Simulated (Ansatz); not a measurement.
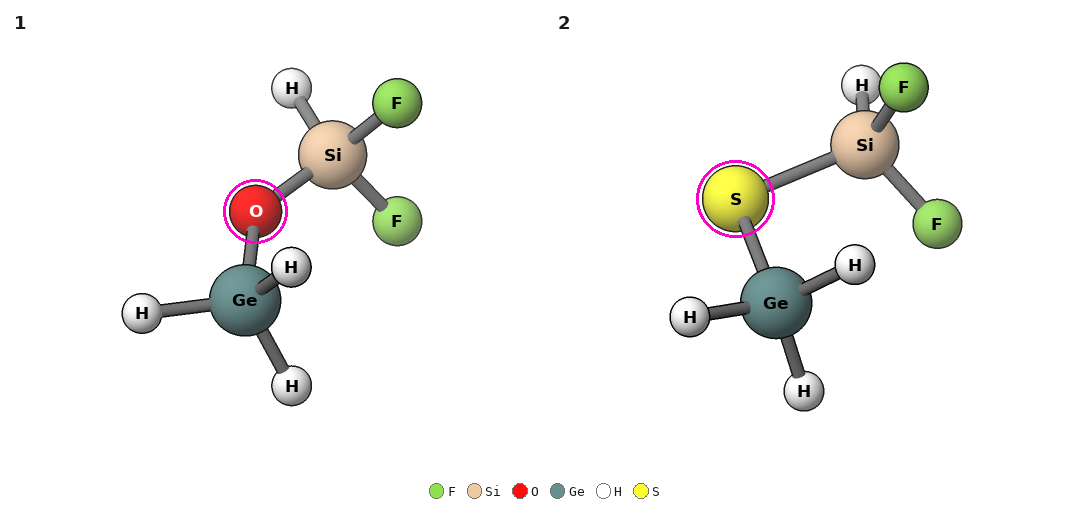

2 molecules with one skeleton, seen from the same side and at one scale; the atom that differs is circled. Charge 0, singlet. Computed geometries: PBE0-D4/def2-TZVP optimisations, one conformation each. Properties computed with Ansatz 0.2.0.

One atom differs, called X below: O in panel 1, S in panel 2. Their formulas are F2GeH4OSi (`F[SiH](F)[O][GeH3]`), F2GeH4SSi (`F[SiH](F)[S][GeH3]`).

**In which is the HOMO energy (Kohn–Sham orbital) higher (ωB97M-V/def2-TZVPP)?**

In panel 2 (X = S).

**In which is the length of X–Si larger (PBE0-D4/def2-TZVP)?**

In panel 2 (X = S).

Give the values. With PBE0-D4/def2-TZVP: length of X–Ge (Å), length of X–Si (Å), angle Si–X–Ge (°). With ωB97M-V/def2-TZVPP: dipole moment (D), HOMO energy (Kohn–Sham orbital) (eV), HOMO–LUMO gap (eV).

```
                            quantity   1 (O)   2 (S)   2 − 1
                  length of X–Ge (Å)   1.787   2.247  +0.460
                  length of X–Si (Å)   1.597   2.092  +0.495
                   angle Si–X–Ge (°)   140.1    98.6   −41.5
                   dipole moment (D)    2.22    1.27   −0.95
HOMO energy (Kohn–Sham orbital) (eV)  −11.70  −10.11   +1.59
                  HOMO–LUMO gap (eV)   13.35   11.41   −1.94
```
